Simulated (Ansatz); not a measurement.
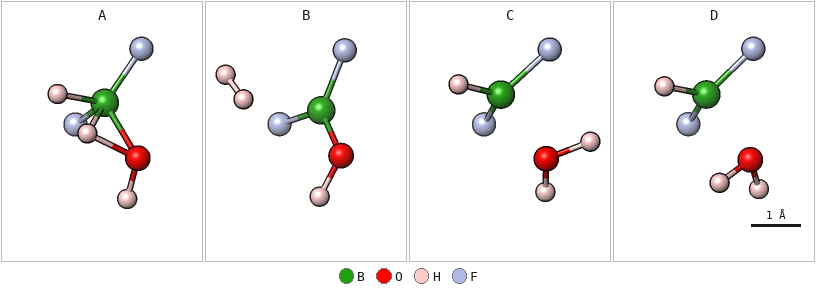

4 geometries from a converged minimum-energy path of BH3OF2, made up at the start of BHOF2 and H₂, shuffled. The picture is a ball-and-stick view, seen from a free direction.

The calculation used RKS PBE0-D4/cc-pVDZ (Ansatz 0.2.0). Settings: 7 movable images; climbing image; force threshold 0.05 eV/Å; iteration limit 60; starting path through a guess of the saddle point.

### Which frame is the top of the path?

A. In order along the path, whose images run from 0 to 8: B (image 1, +0.04 eV), A (image 3, +1.77 eV), D (image 5, +0.73 eV), C (image 8, +0.67 eV). Breaking: B–O (1.35 → 1.77 Å), H–H (0.76 → 2.94 Å). Forming: B–H (3.01 → 1.21 Å), H–O (2.85 → 0.97 Å).

Limits of the set-up: the start holds two separate molecules, 2.8 Å apart at their closest, whose relative position is a soft coordinate.

The run took 2.9 min on 1 thread of Arm Neoverse V2, with other jobs on the host, peak memory 0.14 GiB.
